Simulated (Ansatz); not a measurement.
## CCl2GaN: a changed input and its effect

System: CCl2GaN, SMILES N#[C][Ga]([Cl])[Cl].
Method of run 1: RKS SPW92/def2-TZVPP (Ansatz 0.2.0).

The geometry comes from this level: PBE0-D4/def2-TZVP. Text and figures count atoms from 1; the logs count them from 0 in places.

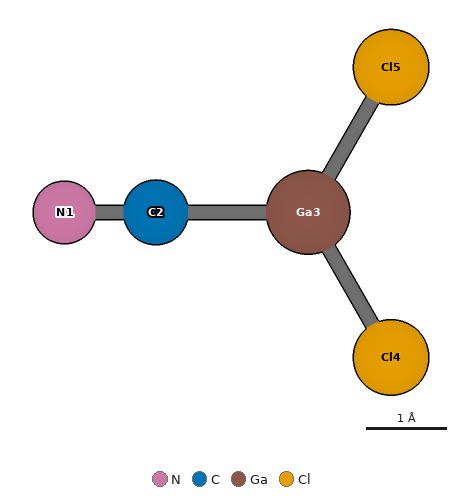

**Figure 1.** The input geometry (ball-and-stick view, seen at a tilt; atoms are numbered from 1 in the order of the input). Sticks mark near contacts. Bond lengths as drawn: Cl–Ga 2.11 Å, C–Ga 1.92 Å and C–N 1.15 Å.

### Input, run 1
```yaml
crystal:
  periodic: [false, false, false]
  atoms:
    - {symbol: N, position_ang: [0.909640, -1.318096, 1.914048]}
    - {symbol: C, position_ang: [0.493474, -0.715037, 1.025177]}
    - {symbol: Ga, position_ang: [-0.199427, 0.288682, -0.455699]}
    - {symbol: Cl, position_ang: [-1.735452, -0.526194, -1.643171]}
    - {symbol: Cl, position_ang: [0.581666, 2.197045, -0.881755]}
basis:
  gaussian: {orbitals: def2-TZVPP}
hamiltonian: {xc: lda}
output: {orbitals: {seedname: orbitals}}
```

Hardware: 2 CPU threads, shared host.

### Output (run 1)
```
Functional definition: SPW92
  exchange = slater_x
  correlation = pw_c
1291 factors; their error is unknown
mean field evaluation 1: about -79762.0759 eV, gradient 6.8e1 eV
mean field evaluation 2: about -79654.0544 eV, gradient 2.0e2 eV
mean field evaluation 4: about -79767.9029 eV, gradient 3.3e1 eV
mean field evaluation 8: about -79769.9245 eV, gradient 2.7e-1 eV
mean field evaluation 16: about -79769.8957 eV, gradient 8.7e-5 eV
mean field -79769.89569215 eV, -2931.4895967093 hartree, gradient 8.7e-5 eV, S^2 0.000000; 0 other end points of the search recorded, 0 dependent functions left out
reference -79769.89572620 eV, -2931.4895979604 hartree; 39, 39 occupied and 155, 155 virtual orbitals, 1291 factors
Total energy: -79769.89572620 eV, -2931.4895979604 hartree
```

The input of run 2 differs as follows (lines with − go, lines with + come):
```diff
-hamiltonian: {xc: lda}
+hamiltonian: {xc: {name: BHLYP}, dispersion: d4}
```

How does run 2 compare with run 1?

The total energies belong to different models, so their difference says nothing on which is more stable or more accurate. The HOMO goes from −8.57 to −11.12 eV. The LUMO goes from −3.71 to −1.79 eV.

### Output (run 2)
```
Functional definition: BHLYP
  parameter a = 0.5
  exchange = (1 - a)*b88_x + a*exact_x
  correlation = lyp_c
1531 factors; their error is unknown
mean field evaluation 1: about -79947.6144 eV, gradient 4.6e1 eV
mean field evaluation 2: about -79943.5470 eV, gradient 6.5e1 eV
mean field evaluation 4: about -79951.9122 eV, gradient 3.6e0 eV
mean field evaluation 8: about -79951.9339 eV, gradient 5.1e-2 eV
mean field evaluation 16: about -79952.4847 eV, gradient 8.1e-5 eV
mean field -79952.48467217 eV, -2938.1996179618 hartree, gradient 8.1e-5 eV, S^2 0.000000; 0 other end points of the search recorded, 0 dependent functions left out
reference -79952.48484877 eV, -2938.1996244516 hartree; 39, 39 occupied and 155, 155 virtual orbitals, 1531 factors
Total energy: -79952.73245380 eV, -2938.2087237685 hartree
```

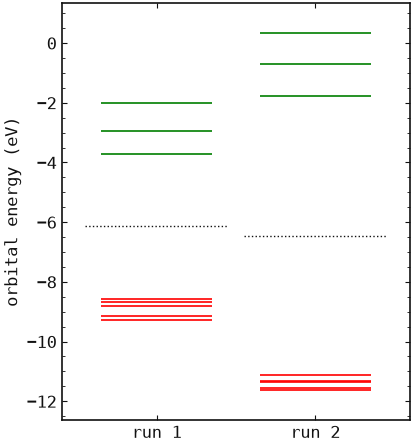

**Figure 2.** The five highest filled and three lowest empty orbital energies of the two runs; the dotted lines part filled from empty levels. The HOMO–LUMO gap is 4.86 eV in run 1 and 9.33 eV in run 2.

### The two runs side by side

| quantity | run 1 | run 2 |
| --- | --- | --- |
| outcome | converged | converged |
| total energy (hartree) | −2931.489598 | −2938.208724 |
| HOMO (eV) | −8.57 | −11.12 |
| LUMO (eV) | −3.71 | −1.79 |
| basis functions | 194 | 194 |
| wall time (shared host) | 1.3 s | 4.6 s |
